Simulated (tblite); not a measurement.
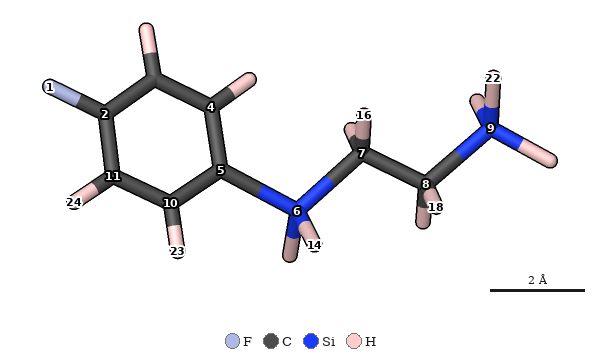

*The input geometry (stick view, seen at a tilt; atoms are numbered from 1 in the order of the input).*

## Run report: C₈H₁₃FSi₂, geometry relaxation (part 1 of 2)

The run: geometry relaxation of C₈H₁₃FSi₂, SMILES Fc1ccc([SiH2]CC[SiH3])cc1. Method and program: GFN2-xTB geometry optimisation, gas phase (tblite 0.8.0).

## Log
```
step      E/eV     max force
  0    -868.68860    0.743
  1    -868.70491    0.376
  2    -868.70816    0.121
  3    -868.70916    0.068
  4    -868.70963    0.035
  5    -868.70981    0.024
  6    -868.70993    0.030
  7    -868.71001    0.025
  8    -868.71010    0.022
  9    -868.71015    0.017
 10    -868.71019    0.014
 11    -868.71021    0.011
 12    -868.71024    0.015
 13    -868.71026    0.013
 14    -868.71028    0.012
 15    -868.71030    0.012
 16    -868.71032    0.013
 17    -868.71034    0.014
 18    -868.71036    0.012
 19    -868.71039    0.014
 20    -868.71042    0.014
 21    -868.71045    0.018
 22    -868.71049    0.016
 23    -868.71052    0.012
 24    -868.71055    0.012
 25    -868.71058    0.013
 26    -868.71062    0.014
 27    -868.71065    0.011
 28    -868.71067    0.011
 29    -868.71069    0.010
```

## Trajectory as extended XYZ (Å, eV, eV/Å), 20 of the 30 frames kept, from step=0 to step=29
```
24
Properties=species:S:1:pos:R:3:forces:R:3 step=0 energy=-868.68860
F    -5.3716    0.6891    0.0756   -0.3990   0.1880   0.0060
C    -4.0964    0.2984   -0.0190    0.6220  -0.4020   0.0560
C    -3.0787    1.2376    0.0672   -0.7010   0.2250  -0.0820
C    -1.7733    0.8284   -0.0329    0.2830  -0.5480   0.0980
C    -1.4497   -0.5242   -0.1789   -0.1410   0.1890  -0.0670
Si    0.3292   -1.1303   -0.3436    0.1350   0.1000   0.1570
C     1.5742    0.2525    0.0741   -0.0320  -0.0430   0.4820
C     3.0195   -0.2606    0.0952   -0.2580  -0.1770   0.0270
Si    4.2863    1.0975    0.4707   -0.1500   0.2060   0.0980
C    -2.4940   -1.4452   -0.2491    0.1700   0.2910   0.0370
C    -3.8151   -1.0534   -0.1675   -0.2170   0.1160  -0.0150
H    -3.3464    2.2794    0.1871    0.0680  -0.0530   0.0110
H    -0.9888    1.5581    0.0445    0.1480   0.1130  -0.0410
H     0.5273   -2.2631    0.5749   -0.0100   0.0140  -0.0140
H     0.5502   -1.5815   -1.7192    0.0160  -0.0500  -0.1100
H     1.3398    0.6875    1.0639    0.0730  -0.1410  -0.3720
H     1.4950    1.0631   -0.6466   -0.0050   0.0840  -0.0670
H     3.0975   -1.0720    0.8274    0.0030   0.1230  -0.0520
H     3.2363   -0.7163   -0.8705    0.0540  -0.0190  -0.0750
H     4.2065    2.1279   -0.5680    0.0020   0.0030  -0.0100
H     5.6238    0.5334    0.5071    0.1980  -0.0910  -0.0010
H     3.9702    1.7088    1.7684    0.0120  -0.0300  -0.0490
H    -2.2505   -2.4839   -0.3632   -0.0060  -0.2380  -0.0260
H    -4.6263   -1.7719   -0.2206    0.1370   0.1400   0.0100
24
Properties=species:S:1:pos:R:3:forces:R:3 step=2 energy=-868.70816
F    -5.3778    0.6922    0.0754    0.0050   0.0130  -0.0200
C    -4.0893    0.2932   -0.0169   -0.0990  -0.0230   0.0660
C    -3.0870    1.2399    0.0646   -0.0350   0.0140  -0.0590
C    -1.7722    0.8221   -0.0294    0.0130   0.0350   0.1000
C    -1.4502   -0.5219   -0.1808    0.0130   0.0110  -0.0400
Si    0.3321   -1.1280   -0.3402    0.0460   0.0280   0.0290
C     1.5735    0.2518    0.0821   -0.0130  -0.0100  -0.0470
C     3.0141   -0.2639    0.0955   -0.0420  -0.0030  -0.0240
Si    4.2831    1.1014    0.4726   -0.0310   0.0010   0.0090
C    -2.4929   -1.4415   -0.2485    0.0860  -0.0800  -0.0150
C    -3.8160   -1.0541   -0.1683    0.0270   0.0270  -0.0060
H    -3.3455    2.2797    0.1875    0.0080   0.0240   0.0100
H    -0.9859    1.5597    0.0433   -0.0040  -0.0290  -0.0410
H     0.5270   -2.2628    0.5746   -0.0090   0.0020   0.0000
H     0.5505   -1.5826   -1.7215    0.0070  -0.0100  -0.0090
H     1.3411    0.6850    1.0571    0.0060   0.0090  -0.0050
H     1.4949    1.0639   -0.6470    0.0000  -0.0450   0.0540
H     3.0977   -1.0696    0.8267    0.0060   0.0150   0.0220
H     3.2374   -0.7166   -0.8721    0.0070   0.0010  -0.0210
H     4.2064    2.1281   -0.5684   -0.0050   0.0150  -0.0170
H     5.6280    0.5314    0.5070    0.0380  -0.0220  -0.0030
H     3.9703    1.7083    1.7677   -0.0090   0.0060   0.0220
H    -2.2510   -2.4879   -0.3636   -0.0360  -0.0090  -0.0070
H    -4.6236   -1.7687   -0.2204    0.0220   0.0310   0.0020
24
Properties=species:S:1:pos:R:3:forces:R:3 step=3 energy=-868.70916
F    -5.3780    0.6926    0.0750   -0.0320   0.0130  -0.0140
C    -4.0912    0.2928   -0.0154    0.0100  -0.0150   0.0380
C    -3.0875    1.2401    0.0632   -0.0620   0.0110  -0.0260
C    -1.7726    0.8228   -0.0272    0.0070  -0.0290   0.0560
C    -1.4496   -0.5217   -0.1818   -0.0060   0.0150  -0.0170
Si    0.3332   -1.1272   -0.3393    0.0150   0.0000  -0.0050
C     1.5732    0.2516    0.0817   -0.0060  -0.0150  -0.0180
C     3.0129   -0.2642    0.0950    0.0020   0.0040  -0.0200
Si    4.2823    1.1018    0.4730   -0.0020  -0.0190  -0.0050
C    -2.4916   -1.4428   -0.2488    0.0540   0.0120  -0.0090
C    -3.8151   -1.0541   -0.1686    0.0260   0.0390   0.0060
H    -3.3453    2.2803    0.1878    0.0070   0.0080   0.0030
H    -0.9858    1.5593    0.0424    0.0030  -0.0110  -0.0310
H     0.5268   -2.2627    0.5746   -0.0070   0.0010   0.0030
H     0.5507   -1.5829   -1.7218    0.0060  -0.0030   0.0110
H     1.3414    0.6850    1.0565    0.0030   0.0110   0.0050
H     1.4949    1.0630   -0.6459   -0.0040  -0.0150   0.0220
H     3.0978   -1.0692    0.8270    0.0010   0.0130   0.0160
H     3.2376   -0.7166   -0.8726    0.0010   0.0020  -0.0120
H     4.2064    2.1284   -0.5687   -0.0050   0.0100  -0.0110
H     5.6290    0.5308    0.5070    0.0020  -0.0080  -0.0030
H     3.9702    1.7084    1.7680   -0.0110   0.0070   0.0240
H    -2.2518   -2.4882   -0.3638   -0.0190  -0.0450  -0.0140
H    -4.6229   -1.7679   -0.2203    0.0140   0.0130   0.0010
24
Properties=species:S:1:pos:R:3:forces:R:3 step=5 energy=-868.70981
F    -5.3794    0.6933    0.0741   -0.0110  -0.0100  -0.0100
C    -4.0921    0.2924   -0.0129    0.0120   0.0140   0.0030
C    -3.0893    1.2406    0.0615   -0.0010   0.0060   0.0200
C    -1.7734    0.8223   -0.0236   -0.0060  -0.0080   0.0000
C    -1.4489   -0.5210   -0.1829    0.0020  -0.0050   0.0080
Si    0.3342   -1.1269   -0.3391   -0.0110  -0.0160  -0.0140
C     1.5729    0.2508    0.0814    0.0080  -0.0030   0.0090
C     3.0123   -0.2643    0.0941    0.0210   0.0020  -0.0020
Si    4.2818    1.1014    0.4730    0.0120  -0.0020  -0.0030
C    -2.4895   -1.4433   -0.2494    0.0000   0.0090  -0.0080
C    -3.8133   -1.0533   -0.1685    0.0120   0.0100   0.0140
H    -3.3450    2.2811    0.1880    0.0000   0.0050  -0.0040
H    -0.9856    1.5586    0.0405   -0.0110  -0.0090  -0.0160
H     0.5264   -2.2626    0.5747   -0.0050   0.0010   0.0050
H     0.5511   -1.5832   -1.7216    0.0080  -0.0030   0.0110
H     1.3417    0.6853    1.0561    0.0030   0.0030   0.0070
H     1.4947    1.0622   -0.6447   -0.0080   0.0080  -0.0070
H     3.0979   -1.0682    0.8278    0.0000   0.0120   0.0020
H     3.2377   -0.7166   -0.8735   -0.0020  -0.0020  -0.0060
H     4.2061    2.1289   -0.5693   -0.0040  -0.0030   0.0040
H     5.6296    0.5301    0.5068   -0.0180   0.0000  -0.0030
H     3.9696    1.7086    1.7692   -0.0060  -0.0030   0.0040
H    -2.2530   -2.4903   -0.3646   -0.0090  -0.0110  -0.0160
H    -4.6216   -1.7666   -0.2202    0.0180   0.0050   0.0020
24
Properties=species:S:1:pos:R:3:forces:R:3 step=6 energy=-868.70993
F    -5.3800    0.6931    0.0736    0.0000  -0.0140  -0.0080
C    -4.0921    0.2927   -0.0123   -0.0010   0.0100  -0.0020
C    -3.0897    1.2409    0.0616    0.0160   0.0030   0.0250
C    -1.7738    0.8221   -0.0227   -0.0100  -0.0030  -0.0110
C    -1.4486   -0.5209   -0.1830    0.0010  -0.0070   0.0090
Si    0.3341   -1.1273   -0.3395   -0.0030  -0.0060   0.0000
C     1.5730    0.2506    0.0815    0.0060   0.0030   0.0060
C     3.0128   -0.2643    0.0938    0.0070   0.0020   0.0000
Si    4.2820    1.1012    0.4730    0.0020   0.0110   0.0040
C    -2.4889   -1.4433   -0.2498   -0.0130  -0.0030  -0.0040
C    -3.8126   -1.0528   -0.1680    0.0070   0.0030   0.0120
H    -3.3449    2.2814    0.1880   -0.0010   0.0100  -0.0030
H    -0.9859    1.5581    0.0397   -0.0070  -0.0030  -0.0110
H     0.5261   -2.2626    0.5749   -0.0060   0.0000   0.0040
H     0.5514   -1.5833   -1.7212    0.0090  -0.0070   0.0000
H     1.3418    0.6854    1.0562    0.0050  -0.0030   0.0020
H     1.4944    1.0622   -0.6445   -0.0070   0.0030  -0.0040
H     3.0979   -1.0676    0.8280    0.0030   0.0080   0.0000
H     3.2377   -0.7167   -0.8739   -0.0010  -0.0030  -0.0040
H     4.2059    2.1290   -0.5693   -0.0030  -0.0050   0.0060
H     5.6292    0.5300    0.5066   -0.0090  -0.0030  -0.0030
H     3.9693    1.7086    1.7696   -0.0030  -0.0080  -0.0050
H    -2.2536   -2.4910   -0.3651   -0.0080   0.0050  -0.0150
H    -4.6208   -1.7662   -0.2201    0.0170   0.0040   0.0020
24
Properties=species:S:1:pos:R:3:forces:R:3 step=8 energy=-868.71010
F    -5.3808    0.6922    0.0724    0.0070  -0.0100  -0.0050
C    -4.0921    0.2936   -0.0114   -0.0050  -0.0030   0.0010
C    -3.0898    1.2416    0.0632    0.0090   0.0000   0.0130
C    -1.7744    0.8215   -0.0222    0.0000   0.0020  -0.0110
C    -1.4483   -0.5213   -0.1826   -0.0020  -0.0050   0.0010
Si    0.3340   -1.1280   -0.3398    0.0120   0.0110   0.0150
C     1.5735    0.2504    0.0818   -0.0020   0.0050  -0.0050
C     3.0137   -0.2640    0.0933   -0.0120   0.0040  -0.0010
Si    4.2822    1.1016    0.4731   -0.0100   0.0100   0.0040
C    -2.4886   -1.4435   -0.2504   -0.0100  -0.0050   0.0070
C    -3.8115   -1.0518   -0.1668   -0.0020   0.0000   0.0020
H    -3.3448    2.2824    0.1877    0.0030   0.0090   0.0000
H    -0.9866    1.5574    0.0379    0.0030   0.0050  -0.0040
H     0.5254   -2.2626    0.5754   -0.0050  -0.0020   0.0050
H     0.5523   -1.5840   -1.7207    0.0080  -0.0090  -0.0080
H     1.3423    0.6855    1.0566    0.0060  -0.0070  -0.0020
H     1.4937    1.0623   -0.6445   -0.0030  -0.0050   0.0030
H     3.0982   -1.0665    0.8284    0.0070   0.0010  -0.0020
H     3.2376   -0.7169   -0.8746    0.0010  -0.0010   0.0040
H     4.2054    2.1288   -0.5691   -0.0020   0.0020   0.0010
H     5.6283    0.5296    0.5063    0.0060  -0.0060  -0.0010
H     3.9687    1.7081    1.7698   -0.0020  -0.0070  -0.0050
H    -2.2549   -2.4916   -0.3669   -0.0050   0.0130  -0.0140
H    -4.6189   -1.7654   -0.2199    0.0000  -0.0030   0.0030
24
Properties=species:S:1:pos:R:3:forces:R:3 step=9 energy=-868.71015
F    -5.3809    0.6915    0.0719    0.0040  -0.0040  -0.0030
C    -4.0921    0.2938   -0.0111    0.0000  -0.0010   0.0050
C    -3.0896    1.2419    0.0642   -0.0020  -0.0020   0.0030
C    -1.7746    0.8212   -0.0224    0.0060   0.0060  -0.0050
C    -1.4483   -0.5216   -0.1823   -0.0020  -0.0040  -0.0030
Si    0.3342   -1.1280   -0.3396    0.0100   0.0090   0.0100
C     1.5736    0.2505    0.0818   -0.0050   0.0020  -0.0050
C     3.0138   -0.2638    0.0931   -0.0120   0.0030  -0.0010
Si    4.2821    1.1020    0.4732   -0.0080   0.0010  -0.0010
C    -2.4887   -1.4436   -0.2505    0.0010   0.0010   0.0100
C    -3.8111   -1.0514   -0.1662   -0.0080  -0.0050  -0.0020
H    -3.3447    2.2829    0.1876    0.0050   0.0040   0.0010
H    -0.9869    1.5573    0.0371    0.0050   0.0050  -0.0030
H     0.5250   -2.2626    0.5757   -0.0040  -0.0020   0.0050
H     0.5529   -1.5845   -1.7207    0.0070  -0.0070  -0.0020
H     1.3427    0.6853    1.0567    0.0050  -0.0060  -0.0010
H     1.4933    1.0622   -0.6444   -0.0020  -0.0040   0.0030
H     3.0985   -1.0660    0.8284    0.0070   0.0000  -0.0020
H     3.2376   -0.7170   -0.8747    0.0020   0.0010   0.0050
H     4.2052    2.1288   -0.5690   -0.0020   0.0060  -0.0010
H     5.6281    0.5293    0.5062    0.0050  -0.0040  -0.0010
H     3.9684    1.7078    1.7698   -0.0030  -0.0040   0.0010
H    -2.2555   -2.4915   -0.3679   -0.0030   0.0080  -0.0120
H    -4.6181   -1.7652   -0.2197   -0.0070  -0.0050   0.0020
24
Properties=species:S:1:pos:R:3:forces:R:3 step=11 energy=-868.71021
F    -5.3810    0.6908    0.0713   -0.0020   0.0030   0.0010
C    -4.0920    0.2940   -0.0106    0.0040  -0.0020   0.0060
C    -3.0895    1.2421    0.0653   -0.0030  -0.0020  -0.0070
C    -1.7745    0.8212   -0.0227    0.0050   0.0030   0.0030
C    -1.4483   -0.5218   -0.1823    0.0020   0.0060  -0.0040
Si    0.3347   -1.1278   -0.3391   -0.0040  -0.0060  -0.0040
C     1.5735    0.2506    0.0817   -0.0020  -0.0020   0.0000
C     3.0135   -0.2635    0.0928    0.0010   0.0000   0.0000
Si    4.2818    1.1023    0.4731    0.0020  -0.0060  -0.0050
C    -2.4889   -1.4436   -0.2502    0.0050   0.0050   0.0040
C    -3.8111   -1.0512   -0.1658   -0.0060  -0.0050  -0.0020
H    -3.3443    2.2836    0.1876    0.0060  -0.0040   0.0030
H    -0.9868    1.5574    0.0361    0.0050   0.0030  -0.0030
H     0.5244   -2.2627    0.5762   -0.0030   0.0010   0.0040
H     0.5538   -1.5852   -1.7206    0.0050  -0.0020   0.0100
H     1.3432    0.6849    1.0568    0.0020  -0.0010   0.0030
H     1.4928    1.0621   -0.6444   -0.0020   0.0030  -0.0020
H     3.0991   -1.0655    0.8284    0.0030   0.0000  -0.0020
H     3.2377   -0.7170   -0.8746    0.0010   0.0010   0.0020
H     4.2049    2.1291   -0.5689   -0.0020   0.0070  -0.0010
H     5.6279    0.5289    0.5060   -0.0030   0.0000  -0.0010
H     3.9679    1.7073    1.7698   -0.0030  -0.0010   0.0040
H    -2.2562   -2.4911   -0.3696    0.0000   0.0000  -0.0080
H    -4.6179   -1.7653   -0.2194   -0.0100  -0.0030   0.0020
24
Properties=species:S:1:pos:R:3:forces:R:3 step=12 energy=-868.71024
F    -5.3810    0.6905    0.0710   -0.0020   0.0050   0.0030
C    -4.0919    0.2939   -0.0102    0.0020  -0.0040   0.0030
C    -3.0895    1.2421    0.0655    0.0010  -0.0010  -0.0080
C    -1.7744    0.8213   -0.0228    0.0020   0.0010   0.0030
C    -1.4483   -0.5217   -0.1824    0.0020   0.0070  -0.0030
Si    0.3349   -1.1278   -0.3389   -0.0090  -0.0100  -0.0060
C     1.5734    0.2507    0.0817    0.0000  -0.0030   0.0030
C     3.0133   -0.2634    0.0927    0.0060  -0.0010   0.0000
Si    4.2816    1.1023    0.4730    0.0040  -0.0020  -0.0040
C    -2.4889   -1.4435   -0.2498    0.0010   0.0040  -0.0020
C    -3.8113   -1.0513   -0.1657    0.0000  -0.0020   0.0010
H    -3.3439    2.2837    0.1877    0.0050  -0.0070   0.0030
H    -0.9866    1.5576    0.0357    0.0030   0.0020  -0.0030
H     0.5241   -2.2628    0.5766   -0.0030   0.0020   0.0030
H     0.5543   -1.5857   -1.7204    0.0050  -0.0020   0.0110
H     1.3435    0.6847    1.0569   -0.0010   0.0010   0.0040
H     1.4926    1.0621   -0.6443   -0.0020   0.0050  -0.0020
H     3.0995   -1.0653    0.8283    0.0000   0.0000  -0.0010
H     3.2378   -0.7170   -0.8745    0.0010   0.0010  -0.0020
H     4.2047    2.1295   -0.5689   -0.0010   0.0050   0.0010
H     5.6278    0.5286    0.5059   -0.0060   0.0020  -0.0010
H     3.9676    1.7070    1.7700   -0.0030  -0.0020   0.0020
H    -2.2565   -2.4909   -0.3705    0.0030  -0.0020  -0.0050
H    -4.6181   -1.7654   -0.2193   -0.0080  -0.0010   0.0010
24
Properties=species:S:1:pos:R:3:forces:R:3 step=14 energy=-868.71028
F    -5.3811    0.6903    0.0707    0.0020   0.0060   0.0060
C    -4.0918    0.2937   -0.0093   -0.0020   0.0000  -0.0030
C    -3.0893    1.2420    0.0656    0.0030  -0.0030  -0.0030
C    -1.7740    0.8216   -0.0228    0.0000   0.0000   0.0000
C    -1.4481   -0.5214   -0.1827   -0.0020  -0.0020  -0.0010
Si    0.3348   -1.1282   -0.3388   -0.0060  -0.0030   0.0020
C     1.5732    0.2506    0.0816    0.0020  -0.0020   0.0030
C     3.0133   -0.2631    0.0925    0.0050  -0.0010  -0.0010
Si    4.2815    1.1024    0.4726    0.0010   0.0070   0.0010
C    -2.4889   -1.4432   -0.2496   -0.0040   0.0000  -0.0110
C    -3.8115   -1.0516   -0.1654    0.0030   0.0000   0.0040
H    -3.3431    2.2838    0.1880    0.0000  -0.0050   0.0020
H    -0.9862    1.5580    0.0346   -0.0010   0.0000  -0.0020
H     0.5233   -2.2628    0.5774   -0.0020   0.0020   0.0030
H     0.5556   -1.5866   -1.7194    0.0040  -0.0040   0.0040
H     1.3440    0.6844    1.0572   -0.0030   0.0010   0.0010
H     1.4921    1.0623   -0.6443   -0.0010   0.0000   0.0020
H     3.1001   -1.0649    0.8281   -0.0020  -0.0010   0.0010
H     3.2379   -0.7170   -0.8744    0.0000   0.0000  -0.0060
H     4.2043    2.1303   -0.5689    0.0000   0.0010   0.0040
H     5.6274    0.5283    0.5056   -0.0040   0.0020  -0.0020
H     3.9670    1.7064    1.7702    0.0000  -0.0030  -0.0040
H    -2.2568   -2.4906   -0.3725    0.0050   0.0010   0.0000
H    -4.6187   -1.7656   -0.2189    0.0010   0.0040   0.0010
24
Properties=species:S:1:pos:R:3:forces:R:3 step=15 energy=-868.71030
F    -5.3811    0.6905    0.0707    0.0040   0.0050   0.0060
C    -4.0918    0.2937   -0.0090   -0.0020   0.0020  -0.0040
C    -3.0892    1.2419    0.0655    0.0030  -0.0030   0.0000
C    -1.7739    0.8218   -0.0228   -0.0010  -0.0010  -0.0020
C    -1.4481   -0.5212   -0.1829   -0.0030  -0.0050  -0.0010
Si    0.3345   -1.1285   -0.3388    0.0000   0.0030   0.0060
C     1.5732    0.2505    0.0817    0.0020  -0.0010   0.0010
C     3.0134   -0.2631    0.0924    0.0010  -0.0010  -0.0020
Si    4.2815    1.1026    0.4725   -0.0020   0.0060   0.0020
C    -2.4889   -1.4431   -0.2498   -0.0030  -0.0020  -0.0110
C    -3.8116   -1.0517   -0.1651    0.0000   0.0010   0.0030
H    -3.3428    2.2836    0.1881   -0.0020  -0.0030   0.0010
H    -0.9860    1.5581    0.0341   -0.0020   0.0000   0.0000
H     0.5229   -2.2627    0.5778   -0.0030   0.0010   0.0040
H     0.5562   -1.5871   -1.7189    0.0040  -0.0060   0.0000
H     1.3441    0.6843    1.0574   -0.0030   0.0000  -0.0010
H     1.4918    1.0624   -0.6442   -0.0010  -0.0040   0.0050
H     3.1003   -1.0648    0.8281   -0.0020  -0.0010   0.0010
H     3.2380   -0.7170   -0.8745    0.0000   0.0000  -0.0050
H     4.2042    2.1307   -0.5688    0.0000   0.0020   0.0030
H     5.6271    0.5283    0.5054    0.0000   0.0010  -0.0020
H     3.9667    1.7061    1.7702    0.0000  -0.0030  -0.0040
H    -2.2568   -2.4904   -0.3733    0.0050   0.0020   0.0010
H    -4.6190   -1.7656   -0.2187    0.0040   0.0050   0.0010
```
